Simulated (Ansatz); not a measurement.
The parent structure is CdSe in the wurtzite structure (space group P6_3mc, No. 186; a = 4.248 Å, c = 6.941 Å). Axes: x lies along a and z along c of the hexagonal cell.

It is then changed as follows: compressive biaxial strain of 1.20 % in the plane normal to [001], as in epitaxy on a mismatched substrate; the out-of-plane cell vector and the atoms relax.

All numbers come from Ansatz (an electronic-structure program), LDA, PAW, cutoff 420 eV, without spin-orbit coupling.

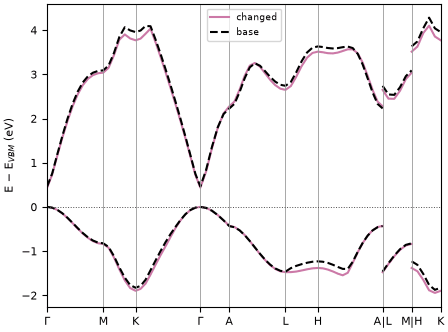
*Highest valence and lowest conduction band along the path, each from its own valence-band maximum*

The gap is 0.44 eV, direct at Γ; the base has 0.46 eV.

No phonon test of stability was made.
